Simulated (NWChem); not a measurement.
**UB3LYP/6-31G(d) (spherical functions) run of CH2GeN (SMILES N#[C][GeH2])**

What is the energy change on altering one bond length of CH2GeN at UB3LYP/6-31G* (spherical functions)? 

The results are computed with NWChem 7.3.0.

2 further runs of the same task are left out: 2 set aside as unsound or not needed.

## (1) The structure to begin with

CH2GeN has 5 atoms, charge 0, and is taken as a doublet. As SMILES, `N#[C][GeH2]`. Geometry: relaxed at PBE0-D4/def2-TZVP.

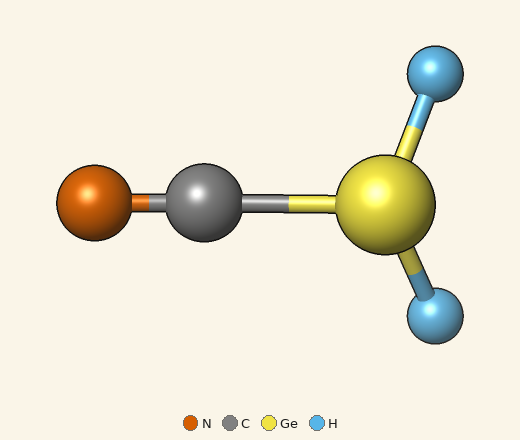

The structure, seen from a chosen angle (nitrogen orange, carbon grey, germanium yellow, hydrogen blue).

## (2) Energy and forces at UB3LYP/6-31G(d) (spherical functions)

The input, sp.nw:

```
start sp
title "CH2GeN"
memory total 2200 mb
charge 0

geometry units angstrom noautosym nocenter noautoz
 N      1.590700    -1.029300     1.293200
 C      0.838400    -0.535900     0.570400
 Ge    -0.315900     0.241400    -0.740100
 H     -1.658900    -0.498000    -0.695900
 H     -0.404300     1.748400    -0.468900
end

basis "ao basis" spherical bse
 * library 6-31G*
end

dft
 xc b3lyp
 mult 2
 grid xfine
 convergence energy 1e-08
 maxiter 100
 mulliken
end

task dft gradient
```

Launch:

```sh
$ nwchem sp.nw > sp.out
```

Standard output, shortened:

```text
[...]
          Wavefunction type:  spin polarized.
          No. of atoms     :     5
          No. of electrons :    47
[...]
          Charge           :     0
          Spin multiplicity:     2
[...]
          AO basis - number of functions:    64
[...]
              XC Information
              --------------
                         B3LYP Method XC Potential
                     Hartree-Fock (Exact) Exchange  0.200
                        Slater Exchange Functional  0.800 local
                    Becke 1988 Exchange Functional  0.720 non-local
              Lee-Yang-Parr Correlation Functional  0.810
                  VWN I RPA Correlation Functional  0.190 local
[...]
 d= 0,ls=0.0,diis     1  -2170.6644969794 -2.31D+03  1.26D-02  1.43D-01     4.1
[...]
 d= 0,ls=0.0,diis    12  -2170.7540053295 -8.20D-09  7.36D-07  8.57D-10    38.0
[...]
         Total DFT energy =    -2170.754005329460
      One electron energy =    -3292.933435804739
           Coulomb energy =     1076.643165567016
    Exchange-Corr. energy =      -92.048616248598
 Nuclear repulsion energy =      137.584881156861
[...]
      Total Density - Mulliken Population Analysis
     ---------------------------------------------
    Atom       Charge   Shell Charges
 -----------   ------   -------------------------------------------------------
    1 N    7     7.22   2.00  0.85  2.25  0.89  1.19  0.04
    2 C    6     5.84   2.00  0.71  1.96  0.55  0.60  0.03
    3 Ge  32    32.08   2.00  2.00  6.00  2.00  5.99  1.38  2.14  0.12  0.33  6.85  2.94  0.35
    4 H    1     0.93   0.48  0.45
    5 H    1     0.93   0.48  0.45
[...]
      <S2> =      0.7527 (Exact =     0.7500)
[...]
  wavefunction    = open shell
                         DFT ENERGY GRADIENTS
    atom               coordinates                        gradient
                 x          y          z           x          y          z
   1 N       3.005987  -1.945095   2.443794   -0.018650   0.012250  -0.018107
   2 C       1.584346  -1.012704   1.077900    0.017078  -0.011151   0.015883
   3 Ge     -0.596964   0.456180  -1.398586   -0.002942   0.001220   0.004128
   4 H      -3.134866  -0.941084  -1.315060    0.003758   0.001519  -0.000680
   5 H      -0.764016   3.303997  -0.886093    0.000755  -0.003839  -0.001225
[...]
```

Run time: 48 s. Hardware: 1 thread of Intel Xeon Platinum 8259CL at 2.50GHz (Skylake/Cascade Lake), shared host; peak memory 0.12 GiB.

## (3) The distorted shape: the energy at UB3LYP/6-31G(d) (spherical functions)

The input, ch2gen.nw:

```
start ch2gen
title "CH2GeN"
memory 2200 mb

geometry units angstroms noautosym nocenter noautoz
 N        2.262210      -0.659595       1.271100
 C        1.509910      -0.166195       0.548300
 Ge       0.355610       0.611105      -0.762200
 H       -1.658900      -0.498000      -0.695900
 H        0.267210       2.118105      -0.491000
end

basis spherical bse
 * library 6-31G*
end

dft
 xc b3lyp
 mult 2
 grid xfine
 convergence energy 1e-08
 iterations 100
 mulliken
 noprint "final vectors analysis"
end

task dft
```

Launch:

```sh
$ nwchem ch2gen.nw > ch2gen.out
```

Standard output, shortened:

```text
[...]
          Wavefunction type:  spin polarized.
          No. of atoms     :     5
          No. of electrons :    47
[...]
          Charge           :     0
          Spin multiplicity:     2
[...]
          AO basis - number of functions:    64
[...]
              XC Information
              --------------
                         B3LYP Method XC Potential
                     Hartree-Fock (Exact) Exchange  0.200
                        Slater Exchange Functional  0.800 local
                    Becke 1988 Exchange Functional  0.720 non-local
              Lee-Yang-Parr Correlation Functional  0.810
                  VWN I RPA Correlation Functional  0.190 local
[...]
 d= 0,ls=0.0,diis     1  -2170.5990213686 -2.30D+03  1.30D-02  1.44D-01     4.4
[...]
 d= 0,ls=0.0,diis    15  -2170.6911910500 -2.17D-09  1.26D-06  2.52D-10    51.7
[...]
         Total DFT energy =    -2170.691191049971
      One electron energy =    -3284.426676548499
           Coulomb energy =     1072.150626225468
    Exchange-Corr. energy =      -91.952721663783
 Nuclear repulsion energy =      133.537580936842
[...]
      Total Density - Mulliken Population Analysis
     ---------------------------------------------
    Atom       Charge   Shell Charges
 -----------   ------   -------------------------------------------------------
    1 N    7     7.21   2.00  0.86  2.24  0.89  1.18  0.04
    2 C    6     5.85   2.00  0.72  1.96  0.56  0.59  0.03
    3 Ge  32    31.98   2.00  2.00  6.00  2.00  5.99  1.48  1.86  0.18  0.35  6.85  2.94  0.33
    4 H    1     1.03   0.36  0.67
    5 H    1     0.93   0.48  0.45
[...]
      <S2> =      0.7860 (Exact =     0.7500)
[...]
```

Run time: 53 s. Hardware: 1 thread of Intel Xeon Platinum 8259CL at 2.50GHz (Skylake/Cascade Lake), shared host; peak memory 0.12 GiB.

## (4) Summary of results

At UB3LYP/6-31G* (spherical functions):

| quantity | value |
| --- | --- |
| first shape: total energy | -2170.75401 Eh |
| first shape: dipole moment | 3.60 D |
| first shape: HOMO energy (highest over α and β) | -6.77 eV |
| first shape: LUMO energy (lowest over α and β) | -4.05 eV |
| first shape: ⟨S²⟩ | 0.753 |
| first shape: largest force on an atom | 1.478 eV/Å |
| distorted shape: total energy | -2170.69119 Eh |
| distorted shape: dipole moment | 3.08 D |
| distorted shape: ⟨S²⟩ | 0.786 |
| energy change with the Ge3–H4 bond stretched from 1.534 to 2.301 Å | 1.709 eV |

What this shows: With the Ge3–H4 bond stretched from 1.534 to 2.301 Å the energy rises by 1.71 eV (39 kcal/mol). The first shape isn't relaxed at this level, so the change isn't measured from a minimum. The largest force (first shape) is 1.48 eV/Å: the shape isn't a stationary point for this species at this level.
